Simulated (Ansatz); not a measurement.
The reference is HfO$_{2}$ in the fluorite structure (space group Fm-3m, No. 225; a = 5.059 Å). Axes: x, y, z lie along the cube axes.

Perturbation: uniaxial stress, 3 GPa tension along z, with the cell and atoms free to relax against it.

Method: r2SCAN (Ansatz, a first-principles code, PAW, without spin-orbit coupling), earlier PAW set.

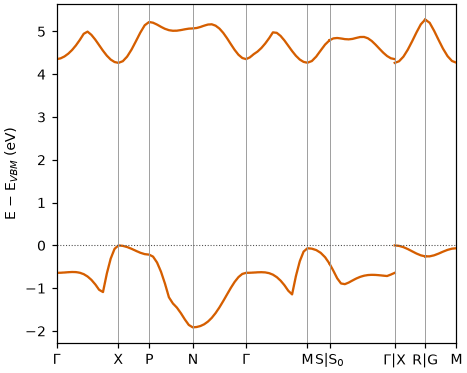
Fig. 1. Highest valence and lowest conduction band along the path of the changed cell's own zone

Problem. From the figure, how large is the changed gap, and is it direct?

Solution. About 4.3 eV, direct at X.

With Hf present, leaving out spin-orbit coupling can change the band edges. Load acts through the strain it causes; cell and atoms are relaxed under it. Beyond what the load breaks, stability against distortions was not tested. This is not the structure that HfO2 has at room temperature and ambient pressure. Labels are those of the standard path for the cell's own space group.
